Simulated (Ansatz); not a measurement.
# One shape, several levels: NH3 (ammonia)

We compute a comparison of 6 runs (B2PLYP/6-31G, BHLYP/6-31G, UPBE/6-31G, r2SCAN/6-31G, CCSDT(Q)/6-31G, CCSDTQ/3-21G) of NH3 (ammonia). 

The results are computed with Ansatz 0.2.0.

68 further runs of the same task are left out: 68 set aside as unsound or not needed.

**1. Starting point**

The species is NH3 (4 atoms), meant as a singlet with charge 0. As SMILES, `N`. The H2–N1 distance was set to 2.025 Å, away from the relaxed value. At this shape a bond of the SMILES string is far longer than usual.

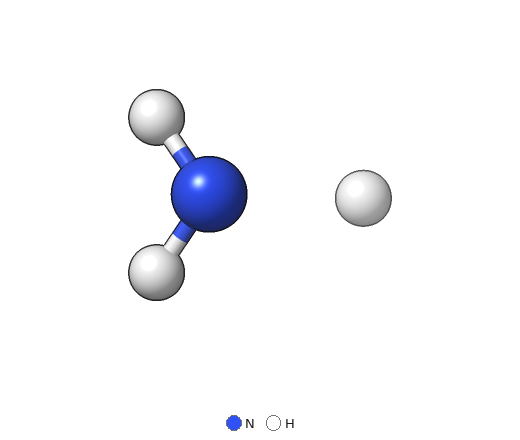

The structure, seen from a chosen angle (nitrogen blue, hydrogen white).

**2. The energy at B2PLYP/6-31G (run 1)**

input.yaml reads:

```yaml
basis:
  gaussian:
    orbitals: 6-31G
crystal:
  periodic: [false, false, false]
  atoms:
    - {symbol: N, position_ang: [-0.628275, 0.786154, -0.537288]}
    - {symbol: H, position_ang: [0.491930, -0.300470, 0.753380]}
    - {symbol: H, position_ang: [-1.452075, 0.242704, -0.763698]}
    - {symbol: H, position_ang: [-0.091925, 0.901574, -1.388438]}
correlation:
  frozen_orbitals: {H: 0, "N": 1}
accuracy: high
hamiltonian:
  xc: {name: B2PLYP}
```

The run is started by

```console
$ ansatz run input.yaml --threads 1 --pin off --max-ram 2610MiB --events-out events.jsonl --progress --plain --runs-dir runs
```

Standard output:

```text
Warning: RAYON_NUM_THREADS=1 ignored (pool sized by the plan → 1); use --threads N
Functional definition: B2PLYP
  name "B2PLYP"
  parameter a = 0.53
  parameter c = 0.27
  exchange = (1 - a)*b88_x + a*exact_x
  correlation = (1 - c)*lyp_c + c*(mp2_os + mp2_ss)
349 factors; integrals over basis functions are off by at most 4.0e-9 eV
mean field evaluation 1: about -1523.5947 eV, gradient 4.6e1 eV
mean field evaluation 2: about -1523.5918 eV, gradient 4.6e1 eV
mean field evaluation 4: about -1529.8040 eV, gradient 2.8e0 eV
mean field evaluation 8: about -1529.8681 eV, gradient 1.2e-1 eV
mean field evaluation 16: about -1529.8683 eV, gradient 6.1e-7 eV
mean field -1529.86825562 eV, -56.2216214119 hartree, gradient 5.6e-8 eV, S^2 0.000000; 0 other end points of the search recorded, 0 dependent functions left out; unrestricted orbitals would lower it
1 core orbitals not correlated: weight in the atoms' cores, before any rotation towards them, 1.000 or more for the frozen orbitals, at most 0.000 for the correlated occupied ones
reference -1529.86827161 eV, -56.2216219995 hartree; 4, 4 occupied and 10, 10 virtual orbitals, 349 factors
second order -5.59466725 eV of doubles, -0.00000000 eV of singles
Total energy: -1531.37883176 eV, -56.2771340615 hartree
```

Run time: 0.3 s. Hardware: 1 thread of AMD EPYC 9R45 (Zen 5), shared host.

**3. The energy at BHLYP/6-31G (run 2)**

in.yaml reads:

```yaml
basis:
  gaussian:
    orbitals: 6-31G
crystal:
  periodic: [false, false, false]
  atoms:
    - {symbol: N, position_ang: [-0.628275, 0.786154, -0.537288]}
    - {symbol: H, position_ang: [0.491930, -0.300470, 0.753380]}
    - {symbol: H, position_ang: [-1.452075, 0.242704, -0.763698]}
    - {symbol: H, position_ang: [-0.091925, 0.901574, -1.388438]}
hamiltonian:
  xc: {name: BHLYP}
accuracy: high
```

The run is started by

```console
$ ansatz run in.yaml --threads 1 --pin off --max-ram 2610MiB --events-out events.jsonl --progress --plain --runs-dir runs
```

Standard output:

```text
Warning: RAYON_NUM_THREADS=1 ignored (pool sized by the plan → 1); use --threads N
Functional definition: BHLYP
  name "BHLYP"
  parameter a = 0.5
[... 1 set-up line as earlier in the session ...]
  correlation = lyp_c
349 factors; integrals over basis functions are off by at most 4.0e-9 eV
mean field evaluation 1: about -1525.5061 eV, gradient 4.8e1 eV
mean field evaluation 2: about -1516.6340 eV, gradient 6.9e1 eV
mean field evaluation 4: about -1532.1412 eV, gradient 3.2e0 eV
mean field evaluation 8: about -1532.1760 eV, gradient 7.9e-2 eV
mean field evaluation 16: about -1532.1760 eV, gradient 7.0e-7 eV
mean field -1532.17597887 eV, -56.3064286774 hartree, gradient 9.1e-9 eV, S^2 0.000000; 0 other end points of the search recorded, 0 dependent functions left out
reference -1532.17599593 eV, -56.3064293042 hartree; 5, 5 occupied and 10, 10 virtual orbitals, 349 factors
Total energy: -1532.17599593 eV, -56.3064293042 hartree
```

Wall time 0.2 s (1 thread of AMD EPYC 9R45 (Zen 5), shared host).

Runs 3 to 5 aren't shown in full; the table further down has their settings and results.

**4. The energy at CCSDTQ/3-21G (run 6)**

molecule.yaml reads:

```yaml
crystal:
  periodic: [false, false, false]
  atoms:
    - {symbol: N, position_ang: [-0.628275, 0.786154, -0.537288]}
    - {symbol: H, position_ang: [0.491930, -0.300470, 0.753380]}
    - {symbol: H, position_ang: [-1.452075, 0.242704, -0.763698]}
    - {symbol: H, position_ang: [-0.091925, 0.901574, -1.388438]}
basis:
  gaussian: {orbitals: 3-21G.json}
correlation: {method: ccsdtq, frozen_orbitals: {H: 0, "N": 1}}
accuracy: high
scf: {omitted_lower_state_checks: [cluster_reference, increment]}
```

The basis set 3-21G is read from a file made from the Basis Set Exchange's data (not shown).

The run is started by

```console
$ ansatz run molecule.yaml --threads 1 --pin off --max-ram 2610MiB --events-out events.jsonl --progress --plain --runs-dir runs
```

Standard output (excerpt; [...] marks lines left out):

```text
Warning: RAYON_NUM_THREADS=1 ignored (pool sized by the plan → 1); use --threads N
Functional definition: HF
  name "HF"
[...]
287 factors; integrals over basis functions are off by at most 5.2e-9 eV
[...]
mean field -1514.86428590 eV, -55.6702356949 hartree, gradient 1.5e-8 eV, S^2 0.000000; 1 other end points of the search recorded, 0 dependent functions left out; unrestricted orbitals would lower it
1 core orbitals not correlated: weight in the atoms' cores, before any rotation towards them, 1.000 or more for the frozen orbitals, at most 0.000 for the correlated occupied ones
reference -1514.86428590 eV, -55.6702356949 hartree; 4, 4 occupied and 10, 10 virtual orbitals, 287 factors
second order -4.01857328 eV of doubles, -0.00000000 eV of singles
cycle   1  -4.30411709 eV  change   -4.9e-1 eV  update   1.1e-1
[...]
cycle  29  -5.25872519 eV  change   3.0e-10 eV  update  1.2e-10
WARN: these amplitudes may be one of several solutions (largest doubles amplitude 0.44, level shift 1.32 eV)
Total energy: -1520.12301109 eV, -55.8634902811 hartree
Checks for a lower state left out: cluster_reference, increment
```

It took 1.4 s on 1 thread of AMD EPYC 9R45 (Zen 5), shared host.

**5. Overview of the runs**

| run | level | frozen core orbitals | energy (Eh) | wall time |
| --- | --- | --- | --- | --- |
| 1 | B2PLYP/6-31G | 1 | -56.277134 | 0.3 s |
| 2 | BHLYP/6-31G | – | -56.306429 | 0.2 s |
| 3 | UPBE/6-31G | – | -56.300813 | 0.5 s |
| 4 | r2SCAN/6-31G | – | -56.325462 | 0.4 s |
| 5 | CCSDT(Q)/6-31G | 1 | -56.156296 | 0.16 s |
| 6 | CCSDTQ/3-21G | 1 | -55.863490 | 1.4 s |

**6. Results**

| quantity | value |
| --- | --- |
| run 6: total energy | -55.86349 Eh |
| run 6: correlation energy (1 core orbital frozen) | -193.3 mEh |
| run 6: T1 diagnostic | 0.035 |

In words: Totals of different functionals can't be ranked against each other. In runs 1, 5, 6 the log says that unrestricted orbitals would lower the reference, so the values rest on an unstable closed-shell determinant (other closed-shell runs at this shape may share the fault). In runs 1, 2, 4 a closed-shell determinant meets a far-stretched bond, which it describes badly. Spin contamination of the reference: run 3 ⟨S²⟩ = 0.42. All runs together took 3 s, the longest 1.4 s.
